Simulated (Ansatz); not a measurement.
# What Mo2NO2 monolayer distorts into, part 2 of 3

Which phase does Mo2NO2 monolayer fall into along its unstable mode, and how much energy does it gain?

Ansatz 0.2.0; DFT PBEsol, scalar-relativistic, plane waves, PAW; PAW set soft_1.

So far, highest frequency on the path or at a solved wavevector (cm⁻¹): step 2 (the dispersion) 720. Also lowest frequency on the path (cm⁻¹): step 2 -170.

### 5. Energy along the mode, all amplitudes (two of the runs are shown above)

An imaginary frequency means negative curvature, so the energy should fall and then rise again as anharmonic terms take over.

This step gave:

```yaml
depth_at_the_lowest_point_sampled: 0.921 meV/atom
largest_atomic_shift_at_that_point: 0.08 Å
```

Table of energy from the parent by largest atomic shift:

```
largest atomic shift (Å)  energy from the parent (meV/atom)
                  0.0000                                  0
                  0.0400                             -0.309
                  0.0800                             -0.921
                  0.1400                              0.287
                  0.2200                               17.6
```

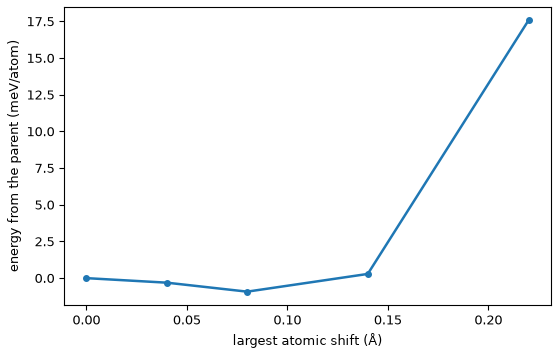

Energy from the parent, plotted against largest atomic shift.

Displacement at unit largest shift by atom:

```
atom  x (Å)  y (Å)  z (Å)  size
  N1  -1.00   0.00   0.00  1.00
  N2   1.00   0.00   0.00  1.00
 Mo3  -0.92   0.00   0.00  0.92
 Mo4   0.92   0.00   0.00  0.92
 Mo5   0.92   0.00   0.00  0.92
 Mo6  -0.92   0.00   0.00  0.92
  O7  -0.53   0.00   0.00  0.53
  O8   0.53   0.00   0.00  0.53
  O9   0.53   0.00   0.00  0.53
 O10  -0.53   0.00   0.00  0.53
```

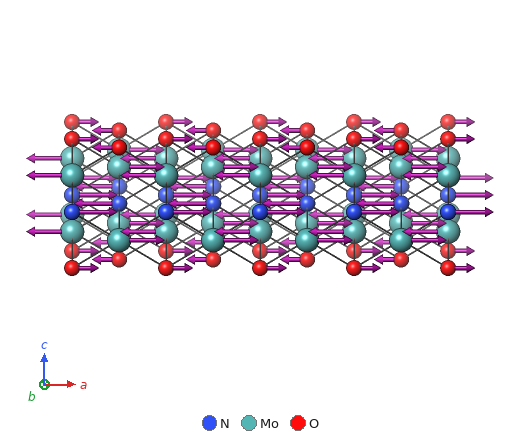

Displacement at unit largest shift as arrows, the longest 1 Å. 4×2×1 cells are drawn. Some periodic images of atoms are drawn too.

The lowest of the steps tried is at 0.08 Å, 0.921 meV/atom below the parent; the bottom of the well need not coincide with a step.

### 6. Relaxation from the frozen mode

Starting from the lowest point found, all atoms and the cell are let go, so that strain and other modes of the same symmetry can join in.

Contents of input.yaml:

```yaml
crystal:
  lattice:
    - [3.1275982884, 0.0, 0.0]
    - [1.0e-10, 5.4171591411, 0.0]
    - [0.0, 0.0, 32.6]
  atoms:
    - { symbol: "N", position: [0.4744212675, 0.5, 0.3067484663] }
    - { symbol: "N", position: [0.0255787325, 0.0, 0.3067484663] }
    - { symbol: Mo, position: [-0.0235733827, 0.3333333333, 0.3385219659] }
    - { symbol: Mo, position: [0.5235733827, 0.8333333333, 0.3385219659] }
    - { symbol: Mo, position: [0.5235733827, 0.1666666667, 0.2749749666] }
    - { symbol: Mo, position: [-0.0235733827, 0.6666666667, 0.2749749666] }
    - { symbol: O, position: [0.4863942353, 0.1666666667, 0.3700275879] }
    - { symbol: O, position: [0.0136057647, 0.6666666667, 0.3700275879] }
    - { symbol: O, position: [0.0136057647, 0.3333333333, 0.2434693446] }
    - { symbol: O, position: [0.4863942353, 0.8333333333, 0.2434693446] }
  periodic: [true, true, false]
kpoints:
  mp_grid: { grid: [12, 8, 1] }
hamiltonian:
  xc: pbesol
  pseudopotentials: { kind: paw, azcp: { folder: soft_1 }, xc_functional: pbe }
scf:
  occupations: { method: methfessel_paxton, width: 0.2 }
output:
  forces: true
  stress: true
  eigenvalues: true
  write_density: true
  write_potential: true
  elf: true
  volumetric_format: npy
relax:
  adjacent_minimum: "off"
  f_tol: 0.002
  max_steps: 120
  cell: { stress_2d_tol: 0.005 }
```

Launch:

```sh
ansatz run input.yaml --threads 8 --pin off --max-ram 16384MiB --backend cpu --events-out ev --progress --plain --runs-dir out
```

Numbers of over 12 decimals in the logs are rounded to 6 here.

What it wrote:

```text
[...]
Crystal: 10 atoms, lattice volume = 552.332 Å³
Basis set: ecut = 420 eV, 10785 PW (Γ), exchange–correlation on 48×80×450 points (8 copies of the dense FFT grid, shifted against one another)
Bands: 55, of which v1, the nominal top of the filled ones, is band 45 counted from 1 (44 counted from 0)
Symmetry: 4 space group operations
[...]
k-points: 35 of 96
[...]
SCF iter   1: F=—  HF=-22608.028813 eV  |F-HF|=—  |Δ(HF+E_count)|=         —  Δρ=9.79e-2  dr2=6.27e1  ethr=3.10e-3  ⟨swp⟩=11.1  Hψ=13012  notcnv=0
[...]
SCF iter  13: F=-22591.679572 eV  HF=-22591.679572 eV  |F-HF|=1.09e-10  |Δ(HF+E_count)|=   5.54e-9  S|Δr|=    0.00e0  Δρ=1.77e-7  dr2=1.55e-10  ethr=1.79e-12  ⟨swp⟩=11.9  Hψ=18204  notcnv=0
SCF 1 converged in 13 iterations: F = -22591.679572 eV  dr2 = 1.55e-10
[...]
relax step   1: F+E_penalty+E_count = -22591.67957173 eV  Δ(F+E_penalty+E_count) = +0.000e0 eV  max|allowed force component| = 1.644e-1 eV/Å  Δτ_max = 0.0000 Å  P = -0.338 N/m  Ω = 552.332 Å³  fix = [c, alpha, beta]  reactions: c +0.000 N/m; alpha +0.000 N/m/rad  (13 SCF iters, dr2 threshold 1.00e-7 eV, accepted)
Crystal: 10 atoms, lattice volume = 549.248 Å³
Basis set: ecut = 420 eV, 10713 PW (Γ), exchange–correlation on 48×80×450 points (8 copies of the dense FFT grid, shifted against one another)
[...]
iter 1 solved again at ethr=5.78e-6 eV; its pass at ethr=3.10e-3 eV (dr2=5.20e-3 eV) is discarded
[...]
SCF iter   5: F=-22591.689174 eV  HF=-22591.689172 eV  |F-HF|=1.47e-6  |Δ(HF+E_count)|=   2.74e-6  S|Δr|=    0.00e0  Δρ=7.12e-6  dr2=1.90e-7  ethr=1.11e-9  ⟨swp⟩=27.3  Hψ=27856  notcnv=0
SCF 2 converged in 5 iterations: F = -22591.689174 eV  dr2 = 1.90e-7
relax step   2: F+E_penalty+E_count = -22591.68917368 eV  Δ(F+E_penalty+E_count) = -9.602e-3 eV  max|allowed force component| = 1.238e-1 eV/Å  Δτ_max = 0.0170 Å  P = +0.056 N/m  Ω = 549.248 Å³  energy of the carried Pulay correction = +1.432e-3 eV  fix = [c, alpha, beta]  reactions: c +0.000 N/m; alpha +0.000 N/m/rad  (5 SCF iters, dr2 threshold 1.00e-6 eV, accepted)
Crystal: 10 atoms, lattice volume = 547.434 Å³
Basis set: ecut = 420 eV, 10711 PW (Γ), exchange–correlation on 48×80×450 points (8 copies of the dense FFT grid, shifted against one another)
[...]
SCF iter   5: F=-22591.707122 eV  HF=-22591.707120 eV  |F-HF|=1.90e-6  |Δ(HF+E_count)|=   1.85e-6  S|Δr|=    0.00e0  Δρ=8.81e-6  dr2=2.96e-7  ethr=1.11e-9  ⟨swp⟩=27.3  Hψ=27957  notcnv=0
SCF 3 converged in 5 iterations: F = -22591.707122 eV  dr2 = 2.96e-7
relax step   3: F+E_penalty+E_count = -22591.70712153 eV  Δ(F+E_penalty+E_count) = -1.795e-2 eV  max|allowed force component| = 2.203e-1 eV/Å  Δτ_max = 0.0121 Å  P = +0.278 N/m  Ω = 547.434 Å³  energy of the carried Pulay correction = +2.278e-3 eV  fix = [c, alpha, beta]  reactions: c +0.000 N/m; alpha +0.000 N/m/rad  (5 SCF iters, dr2 threshold 1.00e-6 eV, accepted)
[... from here on, the SCF cycles and remarks between the steps are left out ...]
relax step   4: F+E_penalty+E_count = -22591.77369538 eV  Δ(F+E_penalty+E_count) = -6.657e-2 eV  max|allowed force component| = 4.831e-1 eV/Å  Δτ_max = 0.0322 Å  P = +0.711 N/m  Ω = 542.559 Å³  energy of the carried Pulay correction = +4.564e-3 eV  fix = [c, alpha, beta]  reactions: c +0.000 N/m; alpha +0.000 N/m/rad  (5 SCF iters, dr2 threshold 1.00e-6 eV, accepted)
relax step   5: F+E_penalty+E_count = -22591.95234524 eV  Δ(F+E_penalty+E_count) = -1.786e-1 eV  max|allowed force component| = 6.398e-1 eV/Å  Δτ_max = 0.0504 Å  P = +1.128 N/m  Ω = 536.264 Å³  energy of the carried Pulay correction = +7.548e-3 eV  fix = [c, alpha, beta]  reactions: c +0.000 N/m; alpha +0.000 N/m/rad  (6 SCF iters, dr2 threshold 1.00e-6 eV, accepted)
relax step   6: F+E_penalty+E_count = -22592.12246012 eV  Δ(F+E_penalty+E_count) = -1.701e-1 eV  max|allowed force component| = 5.849e-1 eV/Å  Δτ_max = 0.0420 Å  P = +1.169 N/m  Ω = 532.229 Å³  energy of the carried Pulay correction = +9.479e-3 eV  fix = [c, alpha, beta]  reactions: c +0.000 N/m; alpha +0.000 N/m/rad  (6 SCF iters, dr2 threshold 1.00e-6 eV, accepted)
relax step   7: F+E_penalty+E_count = -22592.05033998 eV  Δ(F+E_penalty+E_count) = +7.212e-2 eV  max|allowed force component| = 9.367e-1 eV/Å  Δτ_max = 0.1143 Å  P = +0.643 N/m  Ω = 528.761 Å³  energy of the carried Pulay correction = +1.115e-2 eV  fix = [c, alpha, beta]  (6 SCF iters, dr2 threshold 1.00e-6 eV, rejected (line search))
relax step   8: F+E_penalty+E_count = -22592.18773163 eV  Δ(F+E_penalty+E_count) = -6.527e-2 eV  max|allowed force component| = 6.023e-1 eV/Å  Δτ_max = 0.0517 Å  P = +0.672 N/m  Ω = 538.089 Å³  energy of the carried Pulay correction = +6.679e-3 eV  fix = [c, alpha, beta]  reactions: c +0.000 N/m; alpha -0.000 N/m/rad  (13 SCF iters, accepted)
relax step   9: F+E_penalty+E_count = -22592.28877993 eV  Δ(F+E_penalty+E_count) = -1.010e-1 eV  max|allowed force component| = 1.852e-1 eV/Å  Δτ_max = 0.0744 Å  P = -1.085 N/m  Ω = 538.736 Å³  energy of the carried Pulay correction = +6.372e-3 eV  fix = [c, alpha, beta]  reactions: c -0.000 N/m; alpha +0.000 N/m/rad  (6 SCF iters, dr2 threshold 1.00e-6 eV, accepted)
relax step  10: F+E_penalty+E_count = -22592.29867593 eV  Δ(F+E_penalty+E_count) = -9.896e-3 eV  max|allowed force component| = 4.185e-2 eV/Å  Δτ_max = 0.0126 Å  P = +0.526 N/m  Ω = 534.025 Å³  energy of the carried Pulay correction = +8.617e-3 eV  fix = [c, alpha, beta]  reactions: c +0.000 N/m; alpha -0.000 N/m/rad  (5 SCF iters, dr2 threshold 1.00e-6 eV, accepted)
relax step  11: F+E_penalty+E_count = -22592.29896400 eV  Δ(F+E_penalty+E_count) = -2.881e-4 eV  max|allowed force component| = 1.714e-2 eV/Å  Δτ_max = 0.0041 Å  P = -0.096 N/m  Ω = 535.262 Å³  energy of the carried Pulay correction = +8.026e-3 eV  fix = [c, alpha, beta]  reactions: c -0.000 N/m; alpha +0.000 N/m/rad  (5 SCF iters, dr2 threshold 3.58e-7 eV, accepted)
relax step  12: F+E_penalty+E_count = -22592.29899430 eV  Δ(F+E_penalty+E_count) = -3.030e-5 eV  max|allowed force component| = 8.061e-3 eV/Å  Δτ_max = 0.0024 Å  P = -0.007 N/m  Ω = 535.360 Å³  energy of the carried Pulay correction = +7.979e-3 eV  fix = [c, alpha, beta]  reactions: c -0.000 N/m; alpha -0.000 N/m/rad  (5 SCF iters, dr2 threshold 2.11e-8 eV, accepted)
relax step  13: F+E_penalty+E_count = -22592.29906194 eV  Δ(F+E_penalty+E_count) = -6.764e-5 eV  max|allowed force component| = 8.969e-4 eV/Å  Δτ_max = 0.0010 Å  P = -0.001 N/m  Ω = 535.257 Å³  energy of the carried Pulay correction = +8.029e-3 eV  fix = [c, alpha, beta]  reactions: c -0.000 N/m; alpha -0.000 N/m/rad  (5 SCF iters, dr2 threshold 4.06e-9 eV, accepted)
relax step  14: F+E_penalty+E_count = -22592.29905790 eV  Δ(F+E_penalty+E_count) = +4.045e-6 eV  max|allowed force component| = 2.998e-4 eV/Å  Δτ_max = 0.0002 Å  P = +0.001 N/m  Ω = 535.266 Å³  energy of the carried Pulay correction = +8.024e-3 eV  fix = [c, alpha, beta]  reactions: c +0.000 N/m; alpha -0.000 N/m/rad  (5 SCF iters, dr2 threshold 5.41e-11 eV, accepted)
relax step  15: F+E_penalty+E_count = -22592.30682503 eV  Δ(F+E_penalty+E_count) = -7.767e-3 eV  max|allowed force component| = 7.760e-4 eV/Å  Δτ_max = 0.0000 Å  P = +0.079 N/m  Ω = 535.266 Å³  fix = [c, alpha, beta]  reactions: c +0.000 N/m; alpha +0.000 N/m/rad  stress off target by 3.04e-1 N/m on what of the cell is left free  SCF on the basis re-selected at this cell (its energy is not comparable with the rows above)  (10 SCF iters)
relax step  16: F+E_penalty+E_count = -22592.30715442 eV  Δ(F+E_penalty+E_count) = -3.294e-4 eV  max|allowed force component| = 1.553e-2 eV/Å  Δτ_max = 0.0021 Å  P = +0.026 N/m  Ω = 535.179 Å³  energy of the carried Pulay correction = +4.093e-5 eV  fix = [c, alpha, beta]  reactions: c +0.000 N/m; alpha -0.000 N/m/rad  (5 SCF iters, dr2 threshold 1.16e-7 eV, accepted)
relax step  17: F+E_penalty+E_count = -22592.30712894 eV  Δ(F+E_penalty+E_count) = +2.548e-5 eV  max|allowed force component| = 1.001e-2 eV/Å  Δτ_max = 0.0015 Å  P = -0.012 N/m  Ω = 535.291 Å³  energy of the carried Pulay correction = -1.319e-5 eV  fix = [c, alpha, beta]  reactions: c -0.000 N/m; alpha -0.000 N/m/rad  (5 SCF iters, dr2 threshold 1.51e-8 eV, accepted)
relax step  18: F+E_penalty+E_count = -22592.30716267 eV  Δ(F+E_penalty+E_count) = -3.373e-5 eV  max|allowed force component| = 1.335e-3 eV/Å  Δτ_max = 0.0006 Å  P = +0.000 N/m  Ω = 535.252 Å³  energy of the carried Pulay correction = +5.352e-6 eV  fix = [c, alpha, beta]  reactions: c -0.000 N/m; alpha -0.000 N/m/rad  (5 SCF iters, dr2 threshold 6.26e-9 eV, accepted)
[...]
SCF iter   1: F=—  HF=-22592.306699 eV  |F-HF|=—  |Δ(HF+E_count)|=         —  Δρ=1.80e-5  dr2=4.90e-8  ethr=1.91e-7  ⟨swp⟩=8.0  Hψ=24451  notcnv=0
eigensolver tolerance schedule: the retry pair's looser diagonalisation over-reported the residual by 3498.19 of it (diagonalisation noise at 0.27 of the residual, at the tolerance the schedule requests for it); recorded, not acted on — ethr = c·dr2/N_el stays at c = 1.0e-1
SCF iter   2: F=—  HF=-22592.307162 eV  |F-HF|=—  |Δ(HF+E_count)|=   4.63e-4  S|Δr|=    0.00e0  Δρ=1.22e-6  dr2=4.90e-9  ethr=5.44e-11  ⟨swp⟩=6.3  Hψ=8157  notcnv=0
[...]
SCF iter   6: F=-22592.307162 eV  HF=-22592.307162 eV  |F-HF|=3.49e-10  |Δ(HF+E_count)|=   1.62e-9  S|Δr|=    0.00e0  Δρ=9.23e-9  dr2=3.19e-13  ethr=1.00e-12  ⟨swp⟩=11.8  Hψ=15416  notcnv=0
SCF 19 converged in 6 iterations: F = -22592.307162 eV  dr2 = 3.19e-13
relax step  19: F+E_penalty+E_count = -22592.30716225 eV  Δ(F+E_penalty+E_count) = +4.232e-7 eV  max|allowed force component| = 1.352e-3 eV/Å  Δτ_max = 0.0000 Å  P = +0.000 N/m  Ω = 535.252 Å³  fix = [c, alpha, beta]  reactions: c +0.000 N/m; alpha +0.000 N/m/rad  stress off target by 4.27e-3 N/m on what of the cell is left free  SCF on the basis re-selected at this cell (its energy is not comparable with the rows above)  (6 SCF iters)
basis re-selected at this cell: Δ(F+E_penalty+E_count) = +4.232e-7 eV, ΔP = +0.000 N/m vs the last step (what re-selecting the basis moved, of the pressure what is left beyond the Pulay correction that the steps carried, after the strain that the cell walked since its last selection, with what the two solves' SCF thresholds leave and, on support functions, any second-order correction that the steps lacked; it is no m [...]
SCF converged after 6 iterations
[...]
Free energy (F): -22592.307162 eV
[...]
Internal energy: -22592.315164 eV  (E = F + TS)
E sigma→0 (E₀):  -22592.309163 eV
Entropy (-TS):   0.008001 eV (0.800 meV/atom)
Fermi energy:    -5.862049 eV
Step filling:    the computed levels leave a gap of 0.0434 eV = 0.2 smearing widths at the electron count; against every level under it full and every level over it empty, smearing changes F+E_penalty+E_count by +1.522 meV and its σ→0 estimate by -0.478 meV
[...]
--- Forces (eV/Å), atoms counted from 1 ---
  atom   1  N     -0.00135199     0.00000000     0.00000000
  atom   2  N      0.00135199    -0.00000000     0.00000000
  atom   3  Mo     0.00007029    -0.00011290     0.00116862
  atom   4  Mo    -0.00007029    -0.00011290     0.00116862
  atom   5  Mo    -0.00007029     0.00011290    -0.00116862
  atom   6  Mo     0.00007029     0.00011290    -0.00116862
  atom   7  O      0.00061965     0.00015839    -0.00056658
  atom   8  O     -0.00061965     0.00015839    -0.00056658
  atom   9  O     -0.00061965    -0.00015839     0.00056658
  atom  10  O      0.00061965    -0.00015839     0.00056658
  max |Σ_I F_I| component: 4.34e-19 eV/Å
--- 2D stress c σ (N/m, compression-positive) ---
        0.004275      -0.000000       0.000000
       -0.000000      -0.003304      -0.000000
        0.000000      -0.000000       0.000000
  P = ½ c Tr σ = 0.0005 N/m
--- Band table (eV; the first three rows and the last of 35) ---
  k-point 0: bands = [... 41 lower, -8.1844, -7.7570, -7.1305, -6.5047, -5.9820, -5.3260, -4.6898, -4.2763, ... 6 higher]
  k-point 1: bands = [... 41 lower, -8.1069, -7.7764, -7.2901, -6.5931, -5.6852, -5.1968, -4.8758, -4.1609, ... 6 higher]
  k-point 2: bands = [... 41 lower, -7.9792, -7.8598, -7.4365, -6.5751, -5.2764, -5.0626, -4.9575, -4.1435, ... 6 higher]
  k-point 34: bands = [... 41 lower, -8.0881, -6.9444, -6.9444, -5.5177, -5.5177, -5.0982, -5.0982, -4.3509, ... 6 higher]
--- Relaxed structure (17 steps of the walk, 16 accepted, 2 SCFs on fresh bases) ---
  F+E_penalty+E_count = -22592.30716225 eV   max|allowed force component| = 1.352e-3 eV/Å   (the final SCF, on the basis selected at the relaxed cell)
  cell:  # Å, volume = 535.2523 Å³
    - [3.307234, -3.05255650514204e-11, 0]
    - [4.582199829382012e-11, 4.964506, 0]
    - [0, 0, 32.6]
  atoms:
    - { symbol: N, position: [0.444714, 0.500000, 0.30674846626] }
    - { symbol: N, position: [0.055286, 6.097434708939818e-19, 0.30674846626] }
    - { symbol: Mo, position: [-0.061467, 0.351490, 0.340433] }
    - { symbol: Mo, position: [0.561467, 0.851490, 0.340433] }
    - { symbol: Mo, position: [0.561467, 0.148510, 0.273064] }
    - { symbol: Mo, position: [-0.061467, 0.648510, 0.273064] }
    - { symbol: O, position: [0.459450, 0.192317, 0.371871] }
    - { symbol: O, position: [0.040550, 0.692317, 0.371871] }
    - { symbol: O, position: [0.040550, 0.307683, 0.241626] }
    - { symbol: O, position: [0.459450, 0.807683, 0.241626] }
```

Elapsed: 4.2 min, on 8 threads of Arm Neoverse V2, shared host; peak memory 2.1 GiB; 33 min of CPU time.

[end of part 2 of 3]

[Logs are printed without paths, hosts, clocks, repeated set-up lines and the standing remarks that a program may print on its own settings, such as how far it seeks lower states.]

[Hosts, paths, dates, database ids (printed as entryN), source tags and the programs' standing remarks are cut or masked in the printed files.]
